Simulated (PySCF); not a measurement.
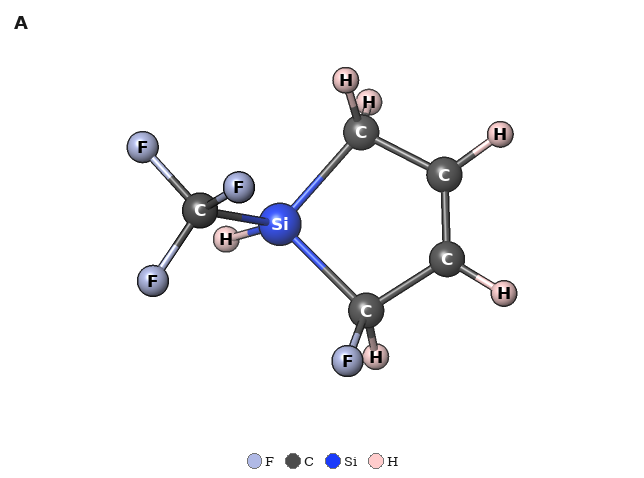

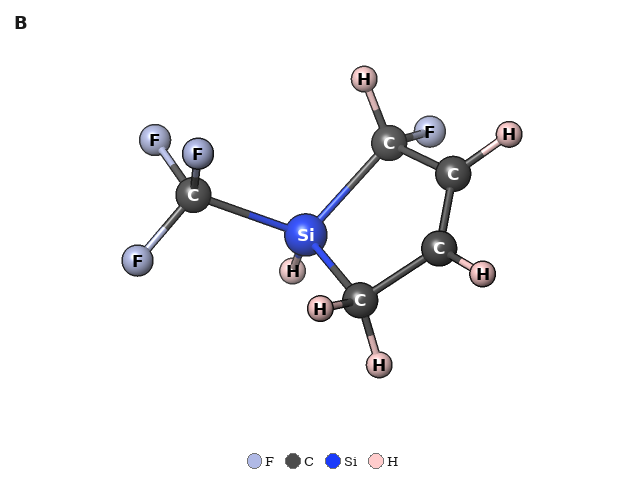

2 stationary structures of one formula. Geometries: GFN2-xTB. Electronic energies: PBE0/pcSseg-1 (PySCF 2.14.0), without zero-point energy. No frequency run is at hand to confirm each as a minimum.

**Are they conformers, stereoisomers or constitutional isomers?**

They are stereoisomers of C5H6F4Si: A `F[C@@H]1C=CC[Si@@H]1C(F)(F)F`, B `F[C@@H]1C=CC[Si@H]1C(F)(F)F`.

**Rank them by energy, lowest first.**

B is lowest; A lies 0.042 eV above it.

The geometry is semi-empirical. Around Si such bond lengths and angles can be off by a tenth of an ångström or more and by several degrees, and values that hang on the shape move with them.
